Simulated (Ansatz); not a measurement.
## Electronic structure of Cu3H in real space

The calculation's input:

```
crystal:
  periodic: [false, false, false]
  atoms:
    - {symbol: Cu, position_ang: [0.055850, 0.402942, -0.584153]}
    - {symbol: Cu, position_ang: [-0.344325, -0.170569, 1.709686]}
    - {symbol: Cu, position_ang: [0.268709, -1.890444, 0.320929]}
    - {symbol: H, position_ang: [0.019755, 1.658071, -1.446461]}
basis:
  gaussian: {orbitals: def2-TZVP, initial_orbitals: start.molden}
hamiltonian: {xc: pbe0, dispersion: d4}
scf: {omitted_lower_state_checks: [starts]}
output: {forces: true, orbitals: {seedname: orbitals}}
```

Command:

```sh
ansatz run in.yaml --threads 4 --pin off --events-out ev --progress --plain --max-ram 3916MiB
```

Geometry: PBE-D4/def2-TZVP.

Computed with Ansatz, RKS PBE0-D4/def2-TZVP.

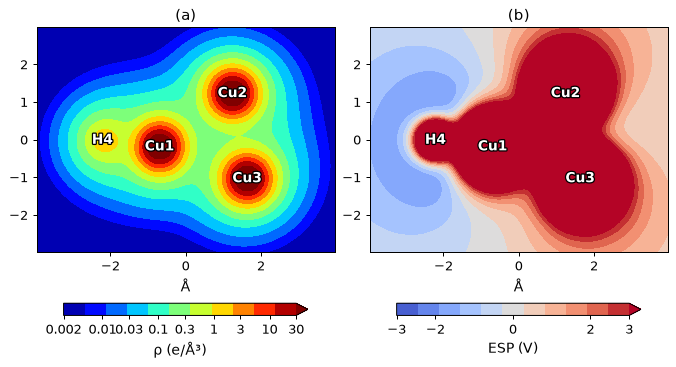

Figure 1. (a) total electron density; (b) molecular electrostatic potential on the molecular plane.

### Describe what can be read from this map.

Atoms in the plane: Cu and H.
Cu–Cu (2.29 Å): ρ is about 0.38 e/Å³ halfway.
Cu–H (1.52 Å): the density is about 1.2 e/Å³ at the midpoint.
Cu–Cu (2.40 Å): ρ is about 0.31 e/Å³ halfway.
Cu–Cu (2.47 Å): ρ at the midpoint is about 0.27 e/Å³.
Outside the dense part of the molecule the potential is most negative (−1.9 V) near H4.

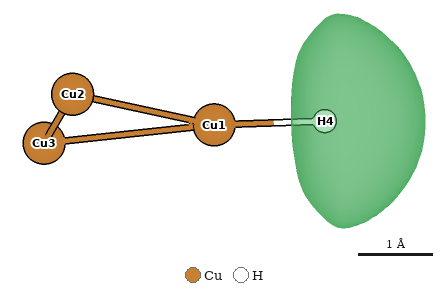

Figure 2. Isosurface of the ELF at 0.75 (green), seen from one side. Only the valence region is drawn (cores and ρ < 0.01 e/Å³ removed).

### Where are the electrons localised?

The surface consists of one region around a hydrogen nucleus. Along the contacts the grid gives the following. Cu–Cu (2.29 Å): the ELF is about 0.15 at the midpoint. Cu–H (1.52 Å): the ELF climbs to about 1 towards the hydrogen.

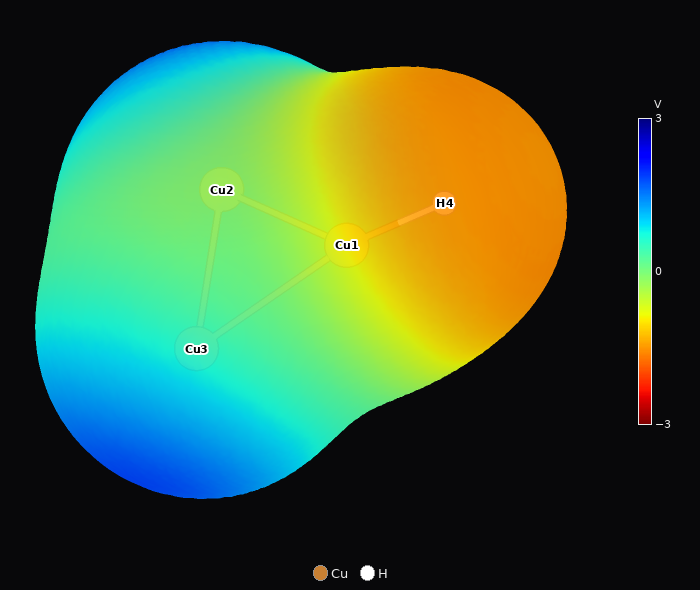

Figure 3. The electrostatic potential painted on the density surface at 0.001 e/bohr³, seen at a tilt; the colour scale runs from red (negative) to blue (positive).

### Which sites attract a positive test charge, and which a negative one?

A positive charge is drawn to the negative regions and a negative charge to the positive ones. The most negative region (about −1.6 V) lies over H4, the most positive (about +2.0 V) over Cu2.
